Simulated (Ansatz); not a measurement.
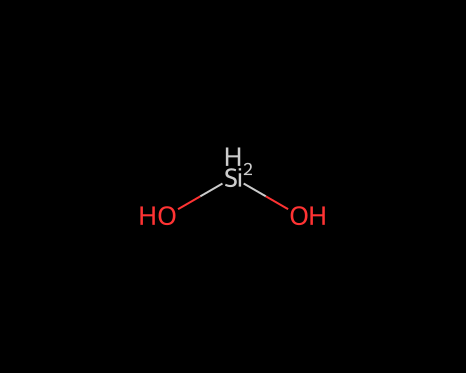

Structural formula above. The computed structure is the end point of a PBE0-D4/def2-TZVP optimisation. No frequency run is at hand to confirm it as a minimum.

What does the molecule look like in three dimensions?

Formula H4O2Si. As SMILES it reads `O[SiH2]O`. It has no ring. Among its groups: Si–H bond, Si–O bond. This geometry has C2 symmetry. Coordination: 2 O bent; 1 Si tetrahedral.

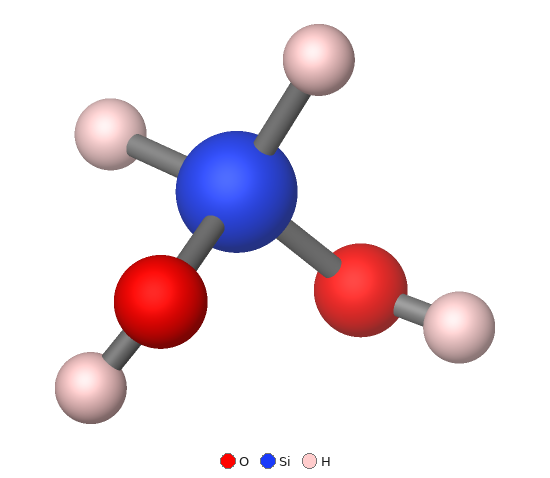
